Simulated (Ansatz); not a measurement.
Si$_{3}$H$_{10}$O$_{2}$: several calculations on one system

## 1. Relaxation

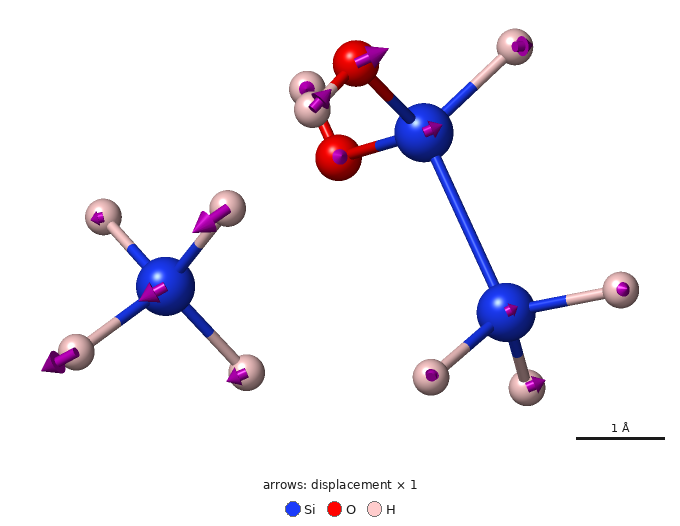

A relaxation of Si₃H₁₀O₂. The starting structure is drawn; purple arrows show the displacements, at their true length. The two geometries are superimposed by the best rigid fit.

Style: ball-and-stick. Shown at a tilt.

The run prepares an end point of a later path (reaction) calculation, from a guessed geometry.

The calculation used Ansatz, RKS r2SCANh-D4/6-31G*.

Input file:
```yaml
crystal:
  periodic: [false, false, false]
  atoms:
    - { symbol: Si, position_ang: [-0.189657, -0.218084, -0.079482] }
    - { symbol: O, position_ang: [-0.518501, -0.525531, 1.52763] }
    - { symbol: H, position_ang: [-0.657967, 0.223189, 2.114313] }
    - { symbol: O, position_ang: [1.424104, 0.062781, -0.393244] }
    - { symbol: H, position_ang: [2.024784, -0.666744, -0.192226] }
    - { symbol: Si, position_ang: [-1.392719, 1.591227, -0.954446] }
    - { symbol: H, position_ang: [-2.76229, 1.127427, -1.314079] }
    - { symbol: H, position_ang: [-1.536384, 2.700229, 0.028795] }
    - { symbol: H, position_ang: [-0.740271, 2.119426, -2.181384] }
    - { symbol: H, position_ang: [-0.562528, -1.496491, -0.736206] }
    - { symbol: Si, position_ang: [1.731347, 2.229999, 1.369999] }
    - { symbol: H, position_ang: [3.004482, 1.475067, 1.418403] }
    - { symbol: H, position_ang: [1.477508, 2.804536, 0.030087] }
    - { symbol: H, position_ang: [1.827916, 3.358656, 2.339956] }
    - { symbol: H, position_ang: [0.614077, 1.375413, 1.796084] }
basis:
  gaussian: { orbitals: "6-31G*" }
hamiltonian:
  xc: r2scanh
  dispersion: d4
relax:
  f_tol: 0.03
  max_steps: 50
output:
  orbitals: {}
```

Command:
```bash
ansatz run input.yaml --threads 4 --pin off --max-ram 5120MiB --backend cpu --events-out ev --progress --plain --runs-dir out
```

### What happened in the run?

H15 moves most after the best rigid fit: 0.52 Å. Largest moves by element: H 0.52 Å, O 0.42 Å, Si 0.35 Å. Among the contacts that change: Si1–Si11 3.433 → 4.017 Å, Si11–H15 1.470 → 1.488 Å, Si1–O2 1.669 → 1.660 Å, Si1–Si6 2.342 → 2.337 Å. Bond angles that change, for instance: Si1–O2–H3 118.2° → 115.3°, O4–Si1–H10 107.7° → 110.5°, O4–Si1–Si6 107.3° → 104.8°. After 7 accepted moves (8 points after the start) the energy has fallen by 5.71 kcal/mol. Largest force component: 0.44 eV/Å at the start, 0.028 eV/Å at the end. The line search rejected the trial step at point 4 of the run.

## 2. Relaxation

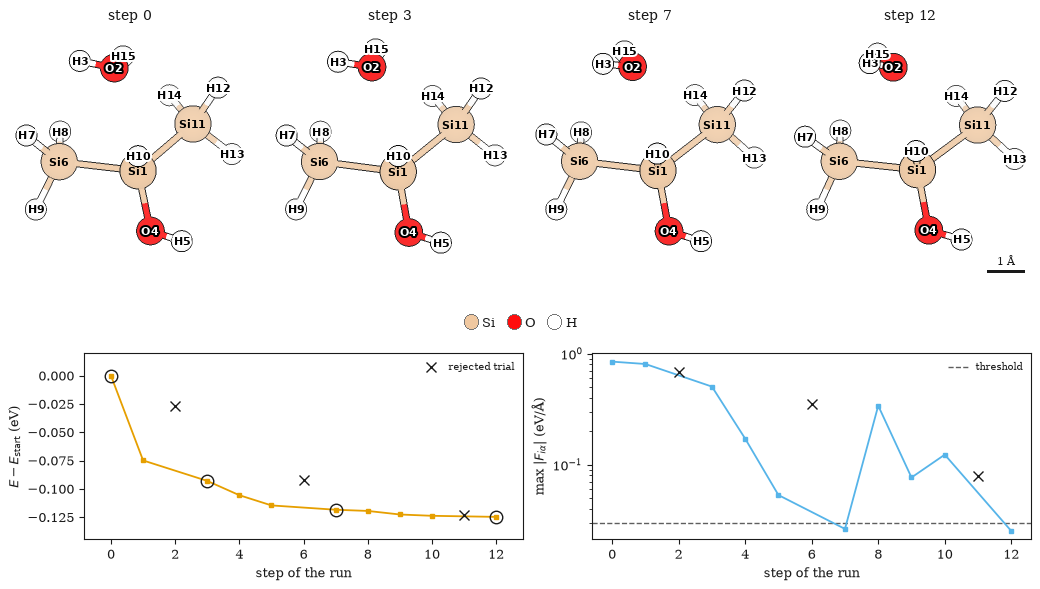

Frames of a relaxation of Si3H10O2, marked on the history of the run. Style: ball-and-stick. Shown face on.

The run prepares an end point of a later path (reaction) calculation, from a guessed geometry.

Level of theory: RKS r2SCANh-D4/6-31G* (Ansatz). (no spin polarisation; force threshold 0.03 eV/Å; at most 50 steps)

What happens along the run?

Answer. The largest move after the best rigid fit is that of H15, 0.70 Å. Largest moves by element: H 0.70 Å, Si 0.15 Å, O 0.14 Å. Some distances before and after: Si1–Si11 2.259 → 2.348 Å, O2–H15 0.983 → 0.966 Å, Si11–H14 1.496 → 1.491 Å. The energy falls by 0.125 eV in 9 accepted moves (12 points after the start). Largest force component: 0.85 eV/Å at the start, 0.025 eV/Å at the end. The line search rejected the trial steps at points 2, 6, 11 of the run. The forces were under the threshold at step 7, but the run went on from there. From step 0 to 3: H15 moves most (0.28 Å), energy −0.093 eV. From step 3 to 7: H15 moves most (0.31 Å), energy −0.025 eV. From step 7 to 12: H3 moves most (0.23 Å), energy −0.006 eV.

## 3. Path

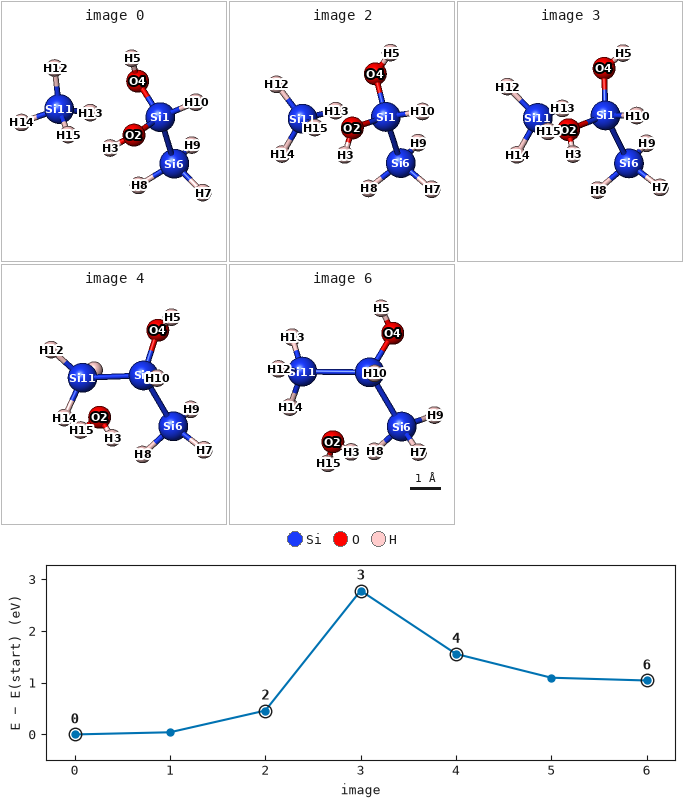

A search for the minimum-energy path of Si$_{3}$H$_{10}$O$_{2}$, made up at the start of Si$_{2}$H$_{6}$O$_{2}$ and SiH₄ by the nudged elastic band. Images are numbered from 0 (start) to 6 (end). A ball-and-stick model, seen from a free direction.

Computed with Ansatz, RKS r2SCANh-D4/6-31G*. Set-up: 5 movable images; climbing image; force threshold 0.03 eV/Å; iteration limit 60; starting path through a guess of the saddle point.

### What happens along the path, and what is the barrier?

Breaking: Si11–H15 (1.49 → 2.06 at the top → 3.37 Å), Si1–O2 (1.66 → 1.87 at the top → 2.87 Å). Forming: O2–H15 (3.09 → 1.09 at the top → 0.97 Å), Si1–Si11 (4.02 → 2.77 at the top → 2.35 Å). The energy climbs by 2.78 eV to image 3 and then falls by 1.74 eV, so the end point sits at +1.04 eV. The band converged in 31 iterations. The largest component of the band force went from 27 to 0.027 eV/Å. The climbing image converged on the top of the path. Its vibrational analysis gives 2 imaginary modes over 30i cm⁻¹, so it isn't confirmed as a transition state.

Limits of the set-up: the start holds two separate molecules, 2.4 Å apart at their closest, whose relative position is a soft coordinate.

The run took 4.4 min on 4 threads of Intel(R) Xeon(R) 6975P-C (Granite Rapids), with other jobs on the host, peak memory 0.34 GiB.
